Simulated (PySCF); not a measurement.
# NO+ (nitrosonium) at 5 levels

Aim: a comparison of 5 runs (UPBE0/STO-6G, UMP2/STO-6G, CCSDT/STO-6G, CISD/STO-6G, UCCSD(T)/STO-6G) of NO+ (nitrosonium). The job is set up through a Python script.

The calculation is run with PySCF 2.14.0.

26 further runs of the same task are left out: 13 that didn't finish, 13 set aside as unsound or not needed.

**1. The structure to begin with**

NO+ has 2 atoms, charge +1, and is taken as a singlet. As SMILES, `N#[O+]`. The N1–O2 distance was set to 1.276 Å, away from the relaxed value.

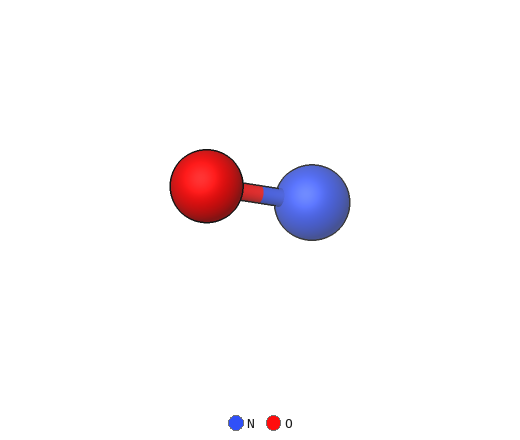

The structure, seen from a chosen angle (nitrogen blue, oxygen red).

**2. A single-point energy at UPBE0/STO-6G (run 1)**

Input file input.py:

```python
from pyscf import gto, dft

mol = gto.M(
    atom='''
N    0.000000   0.000000  -0.212680
O    0.000000   0.000000   1.063220
''',
    basis='sto-6g',
    max_memory=1860,
    verbose=4,
    charge=1,
)

mf = dft.UKS(mol, xc='pbe0')
mf.grids.level = 5
mf.conv_tol = 1e-10
mf.kernel()
if not mf.converged:
    mf = mf.newton().run(mf.mo_coeff, mf.mo_occ)
for _ in range(3):
    mo, _, stable, _ = mf.stability(return_status=True)
    if stable:
        break
    mf.kernel(mf.make_rdm1(mo, mf.mo_occ))

e_tot = mf.e_tot
print('E(%s) = %.9f' % ('PBE0', e_tot))
```

On the command line:

```sh
$ OMP_NUM_THREADS=1 python input.py
```

What it wrote:

```text
PySCF version 2.14.0

[INPUT] num. atoms = 2
[INPUT] num. electrons = 14
[INPUT] charge = 1
[INPUT] spin (= nelec alpha-beta = 2S) = 0
[INPUT] symmetry False subgroup None
[INPUT] Mole.unit = angstrom
[INPUT] Symbol           X                Y                Z      unit          X                Y                Z       unit  Magmom
[INPUT]  1 N      0.000000000000   0.000000000000  -0.212680000000 AA    0.000000000000   0.000000000000  -0.401906952172 Bohr   0.0
[INPUT]  2 O      0.000000000000   0.000000000000   1.063220000000 AA    0.000000000000   0.000000000000   2.009194610160 Bohr   0.0

nuclear repulsion = 23.2258984336704
number of shells = 6
number of NR pGTOs = 60
number of NR cGTOs = 10
basis = sto-6g
ecp = {}

[... 74 lines left out ...]
converged SCF energy = -128.902714871027  <S^2> = 2.3856472e-12  2S+1 = 1
[... 2 lines left out ...]
E(PBE0) = -128.902714871
```

It took 3.9 s on 1 thread of Arm Neoverse V1, shared host; peak memory 0.27 GiB.

**3. A single-point energy at UMP2/STO-6G (run 2)**

Input file calc.py:

```python
from pyscf import gto, mp

system = gto.M(
    atom=[
    ('N', (0.000000, 0.000000, -0.212680)),
    ('O', (0.000000, 0.000000, 1.063220)),
],
    max_memory=1860,
    charge=1,
    basis='sto-6g',
    verbose=4,
)

mf = system.UHF()
mf.conv_tol = 1e-10
mf.kernel()
if not mf.converged:
    mf = mf.newton().run(mf.mo_coeff, mf.mo_occ)
for _ in range(3):
    mo, _, stable, _ = mf.stability(return_status=True)
    if stable:
        break
    mf.kernel(mf.make_rdm1(mo, mf.mo_occ))

pt = mp.MP2(mf, frozen=2).run()
etot = pt.e_tot
print(f'total energy: {etot:.8f} hartree')
```

On the command line:

```sh
$ OMP_NUM_THREADS=1 python calc.py
```

What it wrote:

```text
PySCF version 2.14.0

[INPUT] num. atoms = 2
[INPUT] num. electrons = 14
[INPUT] charge = 1
[INPUT] spin (= nelec alpha-beta = 2S) = 0
[INPUT] symmetry False subgroup None
[INPUT] Mole.unit = angstrom
[INPUT] Symbol           X                Y                Z      unit          X                Y                Z       unit  Magmom
[INPUT]  1 N      0.000000000000   0.000000000000  -0.212680000000 AA    0.000000000000   0.000000000000  -0.401906952172 Bohr   0.0
[INPUT]  2 O      0.000000000000   0.000000000000   1.063220000000 AA    0.000000000000   0.000000000000   2.009194610160 Bohr   0.0

nuclear repulsion = 23.2258984336704
number of shells = 6
number of NR pGTOs = 60
number of NR cGTOs = 10
basis = sto-6g
ecp = {}

[... 65 lines left out ...]
converged SCF energy = -128.381835493073  <S^2> = 3.0997427e-13  2S+1 = 1
[... 68 lines left out ...]
converged SCF energy = -128.450297173263  <S^2> = 1.2367543  2S+1 = 2.4386507
[... 3 lines left out ...]
******** <class 'pyscf.mp.ump2.UMP2'> ********
nocc = (np.int64(5), np.int64(5)), nmo = (8, 8)
frozen orbitals 2
E(UMP2) = -128.529818457616  E_corr = -0.0795212843528057
E(SCS-UMP2) = -128.523881408875  E_corr = -0.0735842356114044
E_corr(same-spin) = -0.0252015064753412
E_corr(oppo-spin) = -0.0543197778774645
total energy: -128.52981846 hartree
```

It took 0.99 s on 1 thread of Arm Neoverse V1, shared host; peak memory 0.12 GiB.

Runs 3 to 4 aren't shown in full; the table further down has their settings and results.

**4. The energy at UCCSD(T)/STO-6G (run 5)**

Input file run.py:

```python
from pyscf import gto, cc

mol = gto.Mole()
mol.atom = '''
N      0.000000     0.000000    -0.401907
O      0.000000     0.000000     2.009195
'''
mol.max_memory = 1860
mol.verbose = 3
mol.charge = 1
mol.basis = 'sto-6g'
mol.unit = 'bohr'
mol.build()

hf = mol.UHF()
hf.conv_tol = 1e-10
hf.kernel()
if not hf.converged:
    hf = hf.newton().run(hf.mo_coeff, hf.mo_occ)
for _ in range(3):
    mo, _, stable, _ = hf.stability(return_status=True)
    if stable:
        break
    hf.kernel(hf.make_rdm1(mo, hf.mo_occ))

mycc = cc.CCSD(hf, frozen=2)
mycc.kernel()
e_t = mycc.ccsd_t()
e_tot = mycc.e_tot + e_t
print(f'total energy: {e_tot:.8f} hartree')
```

On the command line:

```sh
$ OMP_NUM_THREADS=1 python run.py
```

What it wrote:

```text
converged SCF energy = -128.3818353622  <S^2> = 3.0730973e-13  2S+1 = 1
<class 'pyscf.scf.uhf.UHF'> wavefunction has an internal instability
converged SCF energy = -128.45029718237  <S^2> = 1.2367548  2S+1 = 2.4386511
<class 'pyscf.scf.uhf.UHF'> wavefunction is stable in the internal stability analysis
E(UCCSD) = -128.6245783208293  E_corr = -0.1742811384589131
UCCSD(T) correction = -0.00279383399419634
total energy: -128.62737215 hartree
```

Wall time 1.1 s (1 thread of Arm Neoverse V1, shared host); peak memory 0.12 GiB.

**5. Overview of the runs**

```tsv
run	level	integration grid	frozen core orbitals	energy (Eh)	HOMO energy (eV)	LUMO energy (eV)	HOMO–LUMO gap (eV)	wall time
1	UPBE0/STO-6G	5	–	-128.902715	-24.23	-15.09	9.14	3.9 s
2	UMP2/STO-6G	–	2	-128.529818	-27.54	-8.07	19.47	0.99 s
3	CCSDT/STO-6G	–	2	-128.630124	-27.77	-9.80	17.97	1.1 s
4	CISD/STO-6G	–	2	-128.598191	-27.77	-9.80	17.97	0.72 s
5	UCCSD(T)/STO-6G	–	2	-128.627372	-27.54	-8.07	19.47	1.1 s
```

**6. Results**

| quantity | value |
| --- | --- |
| run 5: total energy | -128.62737 Eh |
| run 5: HOMO energy (Hartree–Fock orbitals) | -27.54 eV |
| run 5: LUMO energy (Hartree–Fock orbitals) | -8.07 eV |
| run 5: HOMO–LUMO gap (Hartree–Fock orbitals) | 19.47 eV |
| run 5: correlation energy (2 core orbitals frozen) | -177.1 mEh |
| run 5: (T) correction | -2.79 mEh |
| run 5: ⟨S²⟩ of the reference determinant | 1.237 |
| run 5: T1 diagnostic | 0.145 |

**Reading.** In runs 1, 2, 3, 4, 5 the basis is minimal, so the values are rough. Spin contamination of the reference: run 5 ⟨S²⟩ = 1.24, run 2 ⟨S²⟩ = 1.24. Where it is this large, the reference is a mixture of spin states, and values that rest on it are in doubt. All runs together took 7.8 s, the longest 3.9 s.
